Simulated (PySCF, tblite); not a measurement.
# C4H7FO2: geometry, infrared bands and NMR shifts

Aim: predict the infrared bands and NMR shifts of C4H7FO2 (`C=COCOCF`).

The runs use tblite 0.8.0 and PySCF 2.14.0, with density-fitted response routines of our own; the level of theory stands in each step. All values are computed, except where a source is named. Atoms are numbered from 0 throughout.

### Step 1. Starting geometry

14 atoms, charge 0, multiplicity 1; geometry from: force field or distance geometry start.

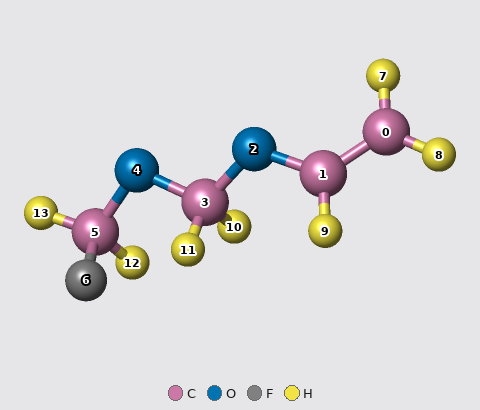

As it starts; carbon pink, oxygen blue, fluorine grey, hydrogen yellow, atoms numbered.

### Step 2. Relaxing the molecule with GFN2-xTB

The job: settings as JSON, then the geometry in Å.

```
{"job": {"kind": "relax", "xc": "GFN2-xTB", "basis": "xTB"}, "charge": 0, "multiplicity": 1}
C      3.091400     0.053000     0.366300
C      1.822200    -0.188300     0.694400
O      0.777900     0.644400     0.331100
C     -0.468300     0.075800     0.035500
O     -1.444500     1.021500    -0.313300
C     -2.615100     0.268100    -0.570400
F     -2.858300    -0.362500     0.647200
H      3.312500     0.943400    -0.215700
H      3.867400    -0.640800     0.692200
H      1.579000    -1.084900     1.303700
H     -0.342900    -0.590800    -0.862100
H     -0.916600    -0.517500     0.851500
H     -2.363500    -0.536700    -1.272200
H     -3.442200     0.914700    -0.870200
```

On the command line:

```console
> OMP_NUM_THREADS=1 python probes_run.py task.json out
```

This one command runs all jobs of the session in turn.

**Question.** This job is followed by: GFN2-xTB harmonic vibrations, gas phase; GIAO PBE0/pcSseg-1 NMR shielding, non-relativistic, gas phase. What will the session give for the following? strongest single infrared mode (GFN2-xTB); zero-point energy (GFN2-xTB); 13C shifts against TMS (PBE0/pcSseg-1); 1H shifts against TMS (PBE0/pcSseg-1, means over atoms taken as alike); 17O shifts against H2O (PBE0/pcSseg-1); 19F shifts against CFCl3 (PBE0/pcSseg-1).

**Answer**, as computed:

```
                                                              quantity                             value
                             strongest single infrared mode (GFN2-xTB)              972 cm⁻¹, 219 km/mol
                                          zero-point energy (GFN2-xTB)                     66.8 kcal/mol
                                13C shifts against TMS (PBE0/pcSseg-1)      159.3, 101.3, 98.2, 92.8 ppm
1H shifts against TMS (PBE0/pcSseg-1, means over atoms taken as alike)  6.56, 5.68, 5.22, 4.92, 4.54 ppm
                                17O shifts against H2O (PBE0/pcSseg-1)                  146.7, 126.5 ppm
                              19F shifts against CFCl3 (PBE0/pcSseg-1)                        -190.0 ppm
```

Over 163 steps the energy fell by 0.852 eV; of the close pairs, O4–C5 changed most, 1.416 to 1.373 Å. No mode is imaginary among the 36: a minimum at this level. The strongest single mode, at 972 cm⁻¹, moves mainly C5 and F6. Unscaled tight-binding wavenumbers are off by several per cent, some by more. Its intensities can rank the bands wrongly. The most deshielded carbon is C1 (alkene carbon bearing oxygen), at 159.3 ppm: an sp2 carbon further deshielded by the attached heteroatom. H9 (hydrogen on an alkene carbon bearing oxygen) lies farthest downfield among hydrogen, at 6.56 ppm; olefinic region. At PBE0/pcSseg-1: The widest tensor belongs to F6: span 201 ppm, with a paramagnetic part of -110 ppm.
